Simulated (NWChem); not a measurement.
# One shape, several levels: C4H2Be (SMILES C#[C][Be][C]#C)

Aim: a comparison of 3 runs (HF/STO-3G, HF/3-21G, B3LYP/6-31G*) of C4H2Be. 

The results are computed with NWChem 7.3.0.

## Step 1: The molecule

C4H2Be has 7 atoms, charge 0, and is taken as a singlet. As SMILES, `C#[C][Be][C]#C`. Geometry: a GFN2-xTB relaxation, a rough one for these elements and not checked as a minimum.

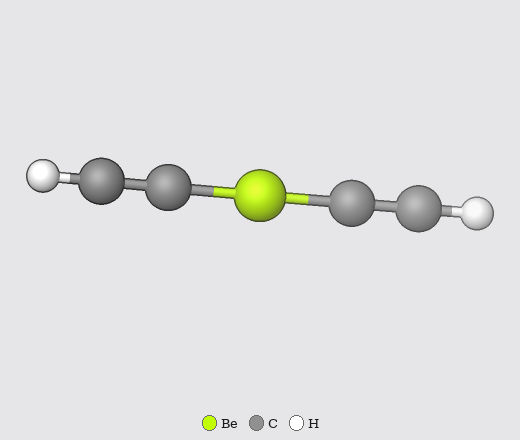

The structure, seen from a chosen angle (beryllium green, carbon grey, hydrogen white).

## Step 2: Energy and forces at HF/STO-3G (run 1)

File run.py:

```python
from ase import Atoms
from ase.calculators.nwchem import NWChem

molecule = Atoms(['Be', 'C', 'C', 'H', 'C', 'C', 'H'], positions=[
    [0.000620, 0.010690, 0.000080],
    [0.002220, -0.005280, 1.658240],
    [0.003160, -0.019850, 2.865860],
    [0.005080, -0.031460, 3.921240],
    [-0.000550, 0.017160, -1.658180],
    [-0.002660, 0.015280, -2.865890],
    [-0.007880, 0.013460, -3.921350],
])

calc = NWChem(
    label='work',
    theory='scf',
    memory='2200 mb',
    basis='STO-3G',
    basispar='spherical bse',
    scf={'nopen': '0', 'rhf': None, 'thresh': '1e-08', 'maxiter': '80'},
)
molecule.calc = calc

forces = molecule.get_forces()
print("Total energy (eV):", round(molecule.get_potential_energy(), 6))
print("forces (eV/A):")
for s, f in zip(molecule.symbols, forces):
    print(f"{s:2s} {f[0]:10.5f} {f[1]:10.5f} {f[2]:10.5f}")
print("dipole (e A):", molecule.get_dipole_moment().round(4))
```

Started as:

```
$ export ASE_NWCHEM_COMMAND="nwchem PREFIX.nwi > PREFIX.nwo"
$ python run.py
```

Log:

```text
Total energy (eV): -4491.894014
forces (eV/A):
Be    0.00329   -0.00998   -0.00087
C    -0.00118   -0.03090    2.38084
C     0.00108    0.05363   -4.02059
H    -0.00139   -0.00962    0.66926
C    -0.00231   -0.01208   -2.38089
C    -0.00509    0.00787    4.02007
H     0.00566    0.00108   -0.66782
dipole (e A): [-0.0007  0.0002  0.    ]
```

The calculator wrote work.nwi:

```
title "work"

permanent_dir work

scratch_dir work

start work

geometry units angstrom nocenter noautosym noautoz
  Be 6.2000000000000000e-04 1.0690000000000000e-02 8.0000000000000007e-05
  C  2.2200000000000002e-03 -5.2800000000000000e-03 1.6582399999999999e+00
  C  3.1600000000000000e-03 -1.9850000000000000e-02 2.8658600000000001e+00
  H  5.0800000000000003e-03 -3.1460000000000002e-02 3.9212400000000001e+00
  C  -5.5000000000000003e-04 1.7160000000000002e-02 -1.6581800000000000e+00
  C  -2.6600000000000000e-03 1.5280000000000000e-02 -2.8658899999999998e+00
  H  -7.8799999999999999e-03 1.3460000000000000e-02 -3.9213499999999999e+00
end

memory 2200 mb

basis spherical bse noprint
   * library STO-3G
end

scf
  nopen 0
  rhf
  thresh 1e-08
  maxiter 80
end

task scf gradient
```

work.nwo:

```text
Northwest Computational Chemistry Package (NWChem) 7.3.0
             --------------------------------------------------------

           Job information
           ---------------

    nwchem branch   = 7.3.0
    use scalapack   = T
    input           = work.nwi
    prefix          = work.
    data base       = work/work.db
    status          = startup
    nproc           =        1

           Memory information
           ------------------

[... 5 lines left out ...]
    hardfail = no
[... 131 lines left out ...]
         Quadratically convergent ROHF
[... 14 lines left out ...]
       Final RHF  results
[... 4 lines left out ...]
      Two-electron energy =    142.308456230547
[... 34 lines left out ...]
                       ROHF Final Molecular Orbital Analysis
[... 223 lines left out ...]
                 ----------------------------------------
                 |  Time  |  1-e(secs)   |  2-e(secs)   |
                 ----------------------------------------
                 |  CPU   |       0.00   |       0.11   |
                 ----------------------------------------
                 |  WALL  |       0.00   |       0.11   |
                 ----------------------------------------

 Task  times  cpu:        0.9s     wall:        0.9s
 Total times  cpu:        0.9s     wall:        0.9s
```

Run time: 1.9 s. Hardware: 1 thread of Intel Xeon Platinum 8488C (Sapphire Rapids), shared host; peak memory 0.1 GiB.

## Step 3: Energy and gradient at HF/3-21G (run 2)

File run.py:

```python
from ase import Atoms
from ase.calculators.nwchem import NWChem

atoms = Atoms(['Be', 'C', 'C', 'H', 'C', 'C', 'H'], positions=[
    [0.000620, 0.010690, 0.000080],
    [0.002220, -0.005280, 1.658240],
    [0.003160, -0.019850, 2.865860],
    [0.005080, -0.031460, 3.921240],
    [-0.000550, 0.017160, -1.658180],
    [-0.002660, 0.015280, -2.865890],
    [-0.007880, 0.013460, -3.921350],
])

calc = NWChem(
    label='test',
    theory='scf',
    memory='2200 mb',
    basis='3-21G',
    basispar='spherical bse',
    scf={'nopen': '0', 'rhf': None, 'thresh': '1e-08', 'maxiter': '80'},
)
atoms.calc = calc

forces = atoms.get_forces()
print(f"energy = {atoms.get_potential_energy():.6f} eV")
print("forces (eV/A):")
for s, f in zip(atoms.symbols, forces):
    print(f"{s:2s} {f[0]:10.5f} {f[1]:10.5f} {f[2]:10.5f}")
print("dipole (e A):", atoms.get_dipole_moment().round(4))
```

Started as:

```
$ export ASE_NWCHEM_COMMAND="nwchem PREFIX.nwi > PREFIX.nwo"
$ python run.py
```

Log:

```text
energy = -4524.386192 eV
forces (eV/A):
Be    0.00283   -0.00668   -0.00077
C    -0.00273   -0.00638    0.44568
C     0.00447    0.01445   -0.61115
H    -0.00273   -0.00129   -0.11354
C     0.00195   -0.00653   -0.44552
C    -0.01260    0.00514    0.61059
H     0.00879    0.00134    0.11472
dipole (e A): [-0.0012 -0.0004  0.    ]
```

The calculator wrote test.nwi:

```
title "test"

permanent_dir test

scratch_dir test

start test

geometry units angstrom nocenter noautosym noautoz
  Be 6.2000000000000000e-04 1.0690000000000000e-02 8.0000000000000007e-05
  C  2.2200000000000002e-03 -5.2800000000000000e-03 1.6582399999999999e+00
  C  3.1600000000000000e-03 -1.9850000000000000e-02 2.8658600000000001e+00
  H  5.0800000000000003e-03 -3.1460000000000002e-02 3.9212400000000001e+00
  C  -5.5000000000000003e-04 1.7160000000000002e-02 -1.6581800000000000e+00
  C  -2.6600000000000000e-03 1.5280000000000000e-02 -2.8658899999999998e+00
  H  -7.8799999999999999e-03 1.3460000000000000e-02 -3.9213499999999999e+00
end

memory 2200 mb

basis spherical bse noprint
   * library 3-21G
end

scf
  nopen 0
  rhf
  thresh 1e-08
  maxiter 80
end

task scf gradient
```

test.nwo:

```text
Northwest Computational Chemistry Package (NWChem) 7.3.0
             --------------------------------------------------------

           Job information
           ---------------

    nwchem branch   = 7.3.0
    use scalapack   = T
    input           = test.nwi
    prefix          = test.
    data base       = test/test.db
    status          = startup
    nproc           =        1

           Memory information
           ------------------

[... 5 lines left out ...]
    hardfail = no
[... 131 lines left out ...]
         Quadratically convergent ROHF
[... 15 lines left out ...]
       Final RHF  results
[... 4 lines left out ...]
      Two-electron energy =    140.388572095781
[... 34 lines left out ...]
                       ROHF Final Molecular Orbital Analysis
[... 254 lines left out ...]
                 ----------------------------------------
                 |  Time  |  1-e(secs)   |  2-e(secs)   |
                 ----------------------------------------
                 |  CPU   |       0.00   |       0.15   |
                 ----------------------------------------
                 |  WALL  |       0.00   |       0.15   |
                 ----------------------------------------

 Task  times  cpu:        1.2s     wall:        1.2s
 Total times  cpu:        1.2s     wall:        1.2s
```

Wall time 2.2 s (1 thread of Intel Xeon Platinum 8488C (Sapphire Rapids), shared host); peak memory 0.099 GiB.

## Step 4: Energy and gradient at B3LYP/6-31G(d) (Cartesian functions) (run 3)

File test.nw:

```
START test
memory 2200 mb

GEOMETRY units bohr noautosym nocenter noautoz
   Be  0.00117163  0.02020117  0.00015118
   C   0.00419519 -0.00997775  3.13361945
   C   0.00597153 -0.03751106  5.41569051
   H   0.00959981 -0.05945078  7.41006967
   C  -0.00103935  0.03242770 -3.13350607
   C  -0.00502667  0.02887502 -5.41574720
   H  -0.01489104  0.02543571 -7.41027754
END

BASIS
   * library 6-31G*
END

DFT
   xc b3lyp
   grid xfine
   convergence energy 1e-08
   iterations 100
   mulliken
END

TASK dft gradient
```

Started as:

```
$ nwchem test.nw > test.out
```

Log:

```text
[...]
          Wavefunction type:  closed shell.
          No. of atoms     :     7
          No. of electrons :    30
[...]
          Charge           :     0
          Spin multiplicity:     1
[...]
          AO basis - number of functions:    79
[...]
              XC Information
              --------------
                         B3LYP Method XC Potential
                     Hartree-Fock (Exact) Exchange  0.200
                        Slater Exchange Functional  0.800 local
                    Becke 1988 Exchange Functional  0.720 non-local
              Lee-Yang-Parr Correlation Functional  0.810
                  VWN I RPA Correlation Functional  0.190 local
[...]
 d= 0,ls=0.0,diis     1   -168.2092214408 -2.53D+02  1.28D-02  5.53D-01     1.8
[...]
 d= 0,ls=0.0,diis    10   -168.2713522373 -3.54D-10  4.01D-08  5.14D-12    17.0
         Total DFT energy =     -168.271352237284
      One electron energy =     -393.861785036697
           Coulomb energy =      165.533296891707
    Exchange-Corr. energy =      -25.203537243036
 Nuclear repulsion energy =       85.260673150742
[...]
      Total Density - Mulliken Population Analysis
     ---------------------------------------------
    Atom       Charge   Shell Charges
 -----------   ------   -------------------------------------------------------
    1 Be   4     4.04   2.00  0.53  0.91  0.29  0.28  0.03
    2 C    6     6.06   1.99  0.71  1.96  0.82  0.60 -0.02
    3 C    6     6.10   1.99  0.73  1.98  0.55  0.86 -0.00
    4 H    1     0.81   0.52  0.29
    5 C    6     6.06   1.99  0.71  1.96  0.82  0.60 -0.02
    6 C    6     6.10   1.99  0.73  1.98  0.55  0.86 -0.00
    7 H    1     0.81   0.52  0.29
[...]
  wavefunction    = closed shell
[...]
```

Run time: 21 s. Hardware: 1 thread of Intel Xeon Platinum 8488C (Sapphire Rapids), shared host; peak memory 0.14 GiB.

## Step 5: All runs side by side

| run | level | Cartesian functions | iteration cap | energy (Eh) | dipole moment (D) | HOMO energy (eV) | LUMO energy (eV) | wall time |
| --- | --- | --- | --- | --- | --- | --- | --- | --- |
| 1 | HF/STO-3G | no | 80 | -165.074062 | 0.00 | -8.95 | 4.90 | 1.9 s |
| 2 | HF/3-21G | no | 80 | -166.268127 | 0.01 | -10.73 | 2.11 | 2.2 s |
| 3 | B3LYP/6-31G* (Cartesian functions) | yes | 100 | -168.271352 | 0.00 | -7.58 | -1.23 | 21 s |

## Step 6: What came out

| quantity | value |
| --- | --- |
| run 3: total energy | -168.27135 Eh |
| run 3: dipole moment | 0.00 D |
| run 3: HOMO energy | -7.58 eV |
| run 3: LUMO energy | -1.23 eV |
| run 3: HOMO–LUMO gap | 6.34 eV |
| run 3: largest force on an atom | 1.912 eV/Å |

In words: The HOMO–LUMO gap runs from 6.34 eV (B3LYP/6-31G*) to 13.85 eV (HF/STO-3G). The two ends differ in method and basis. In run 1 the basis is minimal, so the values are rough. All runs together took 25 s, the longest 21 s.
